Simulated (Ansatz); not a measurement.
# BrF (bromine fluoride) at B3LYP/cc-pVTZ

Aim: the vertical ionisation energy of BrF (bromine fluoride) at B3LYP/cc-pVTZ, from 2 runs. 

The calculation is run with Ansatz 0.2.0.

38 further runs of the same task are left out: 38 set aside as unsound or not needed.

## (1) The system as given

The species is BrF (2 atoms), meant as a singlet with charge 0. SMILES: `FBr`. The shape is that of a PBE0-D4/def2-TZVP optimisation.

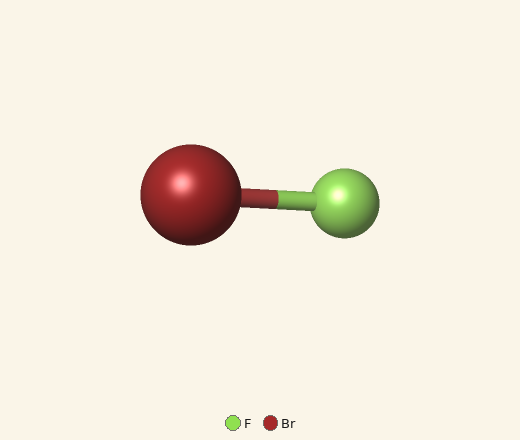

The structure, seen from a chosen angle (fluorine green, bromine red).

## (2) The energy at B3LYP/cc-pVTZ

job.yaml reads:

```yaml
basis:
  gaussian:
    orbitals: cc-pVTZ
crystal:
  periodic: [false, false, false]
  atoms:
    - {symbol: F, position_ang: [-0.000000, -0.000000, 0.023210]}
    - {symbol: Br, position_ang: [0.000000, 0.000000, 1.776730]}
accuracy: high
hamiltonian:
  xc: {name: B3LYP}
output:
  orbitals: {seedname: orbitals}
```

Started as:

```
$ ansatz run job.yaml --threads 1 --pin off --max-ram 3480MiB --events-out events.jsonl --progress --plain --runs-dir runs
```

Output:

```text
Warning: RAYON_NUM_THREADS=1 ignored (pool sized by the plan → 1); use --threads N
Functional definition: B3LYP
  name "B3LYP"
  parameter a0 = 0.2
  parameter ax = 0.72
  parameter ac = 0.81
  exchange = (1 - a0 - ax)*slater_x + ax*b88_x + a0*exact_x
  correlation = (1 - ac)*vwn_rpa_c + ac*lyp_c
966 factors; integrals over basis functions are off by at most 4.5e-9 eV
mean field evaluation 1: about -72763.3295 eV, gradient 2.9e1 eV
mean field evaluation 2: about -72759.3226 eV, gradient 5.9e1 eV
mean field evaluation 4: about -72764.4921 eV, gradient 1.2e0 eV
mean field evaluation 8: about -72764.5407 eV, gradient 4.4e-2 eV
mean field evaluation 16: about -72764.5408 eV, gradient 2.7e-6 eV
mean field -72764.54075392 eV, -2674.0475511294 hartree, gradient 1.8e-8 eV, S^2 0.000000; 0 other end points of the search recorded, 0 dependent functions left out
reference -72764.54077723 eV, -2674.0475519861 hartree; 22, 22 occupied and 51, 51 virtual orbitals, 966 factors
Total energy: -72764.54077723 eV, -2674.0475519861 hartree
```

Wall time 2.8 s (1 thread of Arm Neoverse V2, shared host); peak memory 0.14 GiB.

## (3) The doublet cation, same level

input.yaml reads:

```yaml
crystal:
  periodic: [false, false, false]
  atoms:
    - {symbol: F, position_ang: [-0.000000, -0.000000, 0.023210]}
    - {symbol: Br, position_ang: [0.000000, 0.000000, 1.776730]}
basis:
  gaussian:
    orbitals: cc-pVTZ
magnetization:
  spin_polarized: true
  initial_magnetization: 1
hamiltonian:
  xc: {name: B3LYP}
accuracy: high
total_charge: 1
output: {orbitals: {seedname: orbitals}}
```

Started as:

```
$ ansatz run input.yaml --threads 1 --pin off --max-ram 3480MiB --events-out events.jsonl --progress --plain --runs-dir runs
```

Output (excerpt; [...] marks lines left out):

```text
Warning: RAYON_NUM_THREADS=1 ignored (pool sized by the plan → 1); use --threads N
[... 7 set-up lines as earlier in the session ...]
966 factors; integrals over basis functions are off by at most 4.5e-9 eV
mean field evaluation 1: about -72739.9236 eV, gradient 6.4e1 eV
mean field evaluation 2: about -72649.2095 eV, gradient 1.5e2 eV
mean field evaluation 4: about -72752.2905 eV, gradient 1.0e1 eV
mean field evaluation 8: about -72752.7088 eV, gradient 4.6e-1 eV
mean field evaluation 16: about -72752.7096 eV, gradient 5.8e-4 eV
mean field -72752.70956357 eV, -2673.6127629035 hartree, gradient 1.3e-8 eV, S^2 0.752576; 0 other end points of the search recorded, 0 dependent functions left out
reference -72752.70958776 eV, -2673.6127637924 hartree; 22, 21 occupied and 51, 52 virtual orbitals, 966 factors
Total energy: -72752.70958776 eV, -2673.6127637924 hartree
```

Wall time 4.8 s (1 thread of Arm Neoverse V2, shared host); peak memory 0.2 GiB.

## (4) Outcome

At B3LYP/cc-pVTZ:

| quantity | value |
| --- | --- |
| singlet BrF: total energy | -2674.04755 Eh |
| singlet BrF: HOMO energy | -8.53 eV |
| singlet BrF: LUMO energy | -3.56 eV |
| singlet BrF: HOMO–LUMO gap | 4.97 eV |
| doublet cation: total energy | -2673.61276 Eh |
| doublet cation: HOMO energy (highest over α and β) | -17.28 eV |
| doublet cation: LUMO energy (lowest over α and β) | -15.16 eV |
| doublet cation: ⟨S²⟩ | 0.753 |
| vertical ionisation energy (to the doublet cation) | 11.831 eV |

What this shows: Removing an electron at fixed nuclei costs 11.83 eV (1142 kJ/mol). −ε(HOMO) before ionisation, 8.53 eV, is 3.30 eV below this ionisation energy.
